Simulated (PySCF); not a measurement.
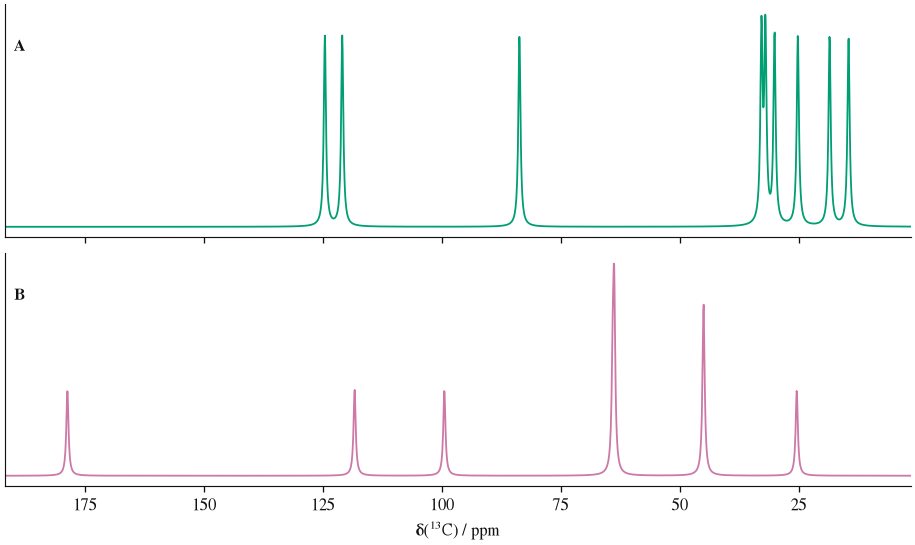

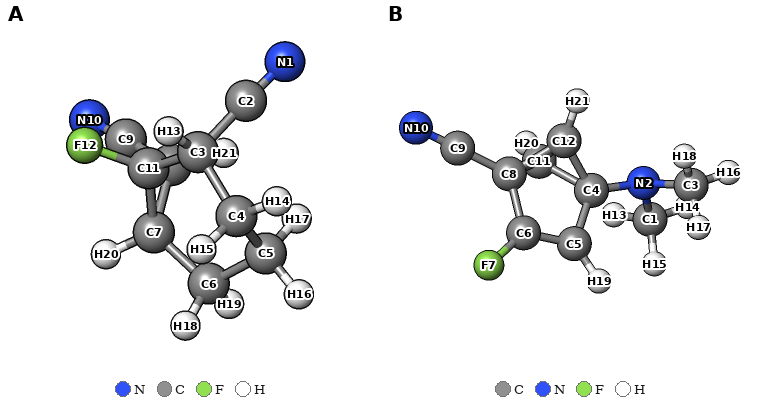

Related molecules: A is C₉H₉FN₂, SMILES N#C[C@@H]1CCC[C@@H]2[C@@H](C#N)[C@]12F; B is C₉H₉FN₂, SMILES CN(C)[C@]12C=C(F)[C@]3(C#N)[C@H]1[C@@H]32. GIAO ¹³C shifts against TMS, PBE0/pcSseg-1 in PySCF, at a GFN2-xTB geometry (no frequency check); fully decoupled, line heights follow the number of nuclei within a panel, widths are arbitrary (no quadrupolar broadening); values of one conformer, averaged over methyl-type rotors and exact or near symmetry; other conformers aren't averaged in.

> Assign the ¹³C signals of each molecule.

A: 124.6 (C2); 120.9 (C9); 83.7 (C11); 32.8 (C3); 32.0 (C7); 30.1 (C4); 25.2 (C6); 18.5 (C5); 14.5 (C8)
B: 178.7 (C6); 118.3 (C9); 99.5 (C5); 64.1 (C4); 63.8 (C11, C12); 45.0 (C1, C3); 25.4 (C8)

The order of signals that lie close, as those under 2 ppm apart, is within the error of the method.

Caveats, for all or some of the runs: the tight-binding geometry is rougher than a DFT one and adds to the error.
